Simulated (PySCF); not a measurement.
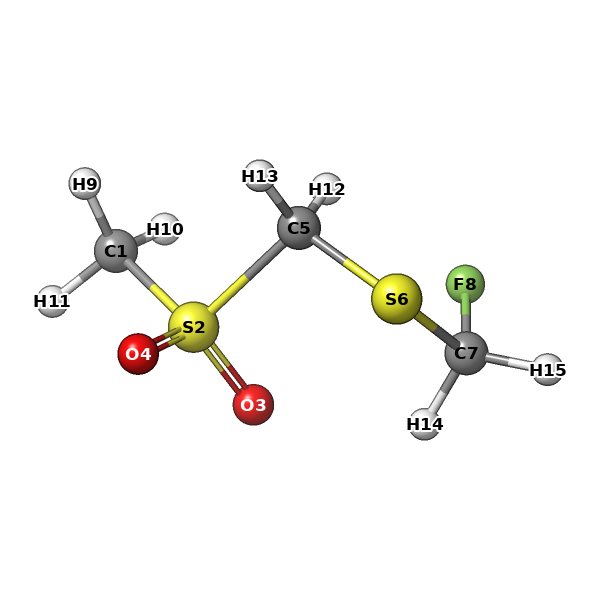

The species has charge +1 and is a spin doublet. Computed geometry: GFN2-xTB optimisation. No frequency run is at hand to confirm it as a minimum. Computed with UKS B3LYP, pcH-1 on C F H O S, non-relativistic (PySCF 2.14.0). Fermi-contact and spin-dipolar terms alone, no spin-orbit part.

> Which nucleus has the largest dipolar (anisotropic) hyperfine coupling?

33S at S6: principal values −65.8, −62.1, 127.9 MHz.

List the isotropic and dipolar parts for the most strongly coupled nuclei, one of each equivalent set.

| atom | isotope | a_iso (MHz) | dipolar part (MHz) |
| --- | --- | --- | --- |
| S6 | 33S | 24.7 | −65.8, −62.1, 127.9 |
| F8 | 19F | −1.4 | −21.1, −17.4, 38.5 |
| O4 | 17O | −2.5 | −30.2, 14.5, 15.7 |
| O3 | 17O | −2.6 | −25.3, 12.3, 13.0 |
| C5 | 13C | −15.1 | −10.6, −9.0, 19.5 |
| S2 | 33S | 0.5 | −5.5, −4.9, 10.4 |
| C1 | 13C | 14.7 | −4.8, −4.6, 9.5 |
| H12 | 1H | 60.5 | −4.3, −4.0, 8.3 |
